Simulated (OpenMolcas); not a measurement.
# C5H8O2 (acetylacetone (keto form)): the dipole moment, rung by rung

C5H8O2: 15 atoms, total charge 0, spin state singlet. As SMILES, `CC(=O)CC(C)=O`. The shape is that of a PBE0-D4/def2-TZVP optimisation. This is one conformer, not always the lowest.

```xyz
15

C    -1.2468    1.4050   -1.1974
C    -0.0470    0.5117   -1.1132
O     1.0383    0.8182   -1.5368
C    -0.2573   -0.8170   -0.3987
C     0.0254   -0.5799    1.0792
C     1.4483   -0.7653    1.5099
O    -0.8515   -0.2241    1.8247
H    -0.9642    2.3870   -1.5716
H    -1.9861    0.9542   -1.8666
H    -1.7190    1.4837   -0.2141
H    -1.2889   -1.1545   -0.4980
H     0.4395   -1.5428   -0.8177
H     1.5848   -0.4169    2.5317
H     2.1146   -0.2336    0.8246
H     1.7100   -1.8258    1.4440
```

Quantity: the dipole moment, in D. The values are calculated.

| level | kind | program | value (D) | CPU time |
| --- | --- | --- | --- | --- |
| HF/6-31G* (spherical functions) | Hartree–Fock | OpenMolcas | 1.77 | 16 s |
| SVWN5/6-31G* (spherical functions) | LDA | OpenMolcas | 1.41 | 52 s |
| revPBE/6-31G* (spherical functions) | GGA | OpenMolcas | 1.38 | 73 s |
| M06-L/6-31G* (spherical functions) | meta-GGA | OpenMolcas | 1.46 | 94 s |
| B3LYP/6-31G* (spherical functions) | global hybrid | OpenMolcas | 1.48 | 75 s |
| M06-2X/6-31G* (spherical functions) | hybrid meta-GGA | OpenMolcas | 1.49 | 85 s |
| PBE0/6-31G* (spherical functions) | global hybrid | OpenMolcas | 1.49 | 71 s |

The values span 1.38 to 1.77 D. Magnitudes only. Times are those of the runs behind each value, whatever else they computed, on shared processors of several kinds: orders of magnitude only.

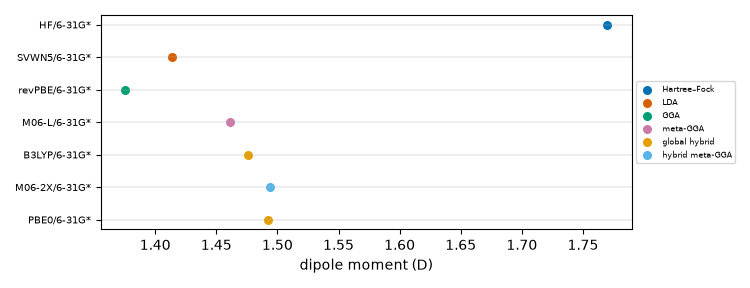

The values of the table, level by level.
